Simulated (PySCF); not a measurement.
## Electronic structure of C3H15BN2Si2 in real space

Input file:

```
{"job": {"kind": "nmr", "xc": "PBE0", "basis": "pcSseg-1"}, "charge": 0, "multiplicity": 1}
C     -2.143590    -0.759157    -0.910866
N     -1.042521    -0.175879    -0.151390
C     -1.390651     1.192559     0.218194
B      0.349895    -0.166621    -1.015975
N      1.430561     0.149930     0.038955
Si     2.951908     0.801611    -0.445487
Si     1.019722    -0.466674     1.573781
C     -0.759101    -0.951498     1.060101
H     -2.312641    -0.175461    -1.814307
H     -3.060278    -0.779008    -0.314420
H     -1.885908    -1.774121    -1.205958
H     -1.609777     1.767276    -0.679597
H     -2.262119     1.206414     0.879258
H     -0.545340     1.650985     0.724647
H      0.261212     0.685456    -1.841879
H      0.472343    -1.262207    -1.473805
H      2.723944     2.003648    -1.255335
H      3.646998     1.145519     0.801736
H      3.756050    -0.160476    -1.212452
H      1.717151    -1.662437     2.066326
H      0.992551     0.552045     2.636533
H     -1.539237    -0.787023     1.807186
H     -0.775923    -2.007898     0.797772
```

Run with:

```sh
OMP_NUM_THREADS=1 python probes_run.py task.json out
```

Geometry: GFN2-xTB.

The calculation used PBE0/pcSseg-1, SCF density, gas phase, non-relativistic (PySCF 2.14.0).

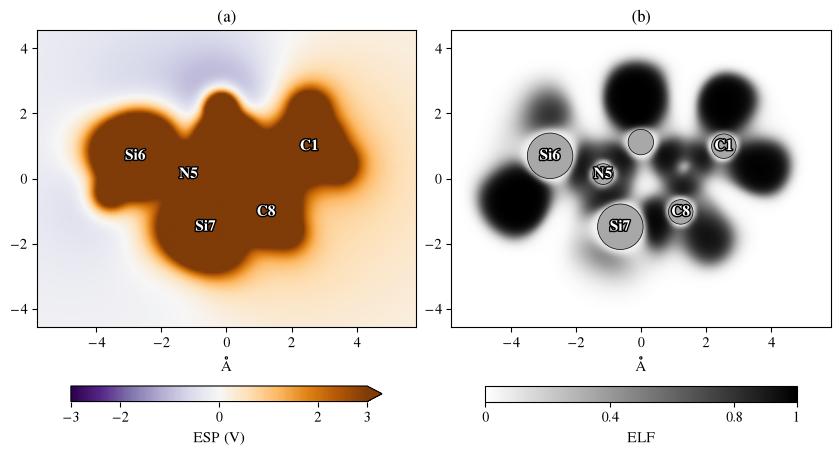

Figure 1. (a) molecular electrostatic potential; (b) ELF on the plane of atoms Si6, N5 and Si7. Grey discs cover the atomic cores in the ELF map.

Question: What do the fields say about this system?

Answer: The section cuts through C, N and Si sites.
Si–N (1.70 Å): the ELF peaks at about 0.90 between the atoms, as expected for a shared but strongly polarised pair.
C–Si (1.91 Å): the ELF peaks at about 0.95 between the atoms; a shared electron pair.
Outside the dense part of the molecule the potential is most negative (−1.0 V) near H15, which lies off the plane.

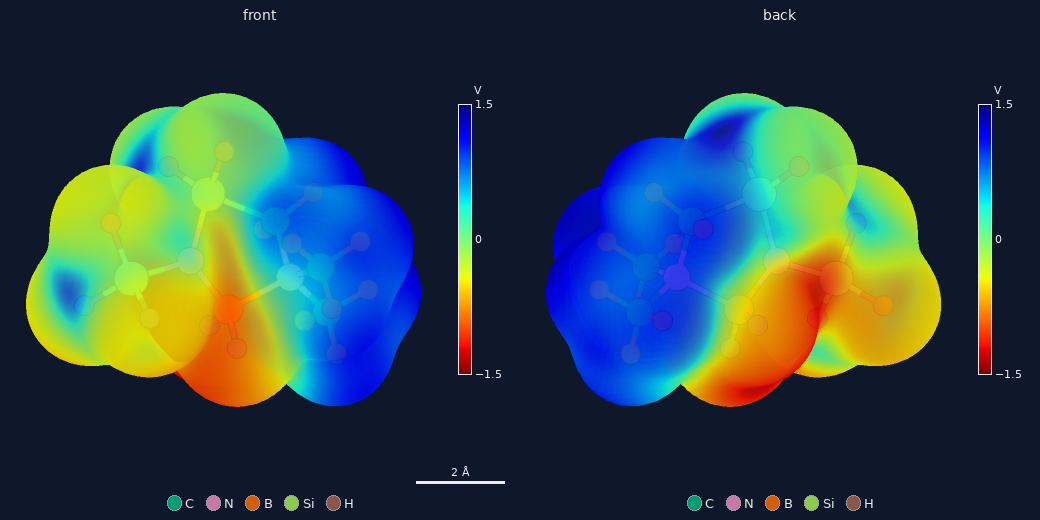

Figure 2. The electrostatic potential painted on the density surface at 0.002 e/bohr³, seen from the front and from behind; red is negative and blue positive.

Question: Where is the surface potential most negative and most positive?

Answer: The most negative region (about −1.3 V, or −30 kcal/mol for a unit charge) lies over N5 and H16, the most positive (about +1.3 V, or +30 kcal/mol for a unit charge) over Si7, H10, H13 and H22.
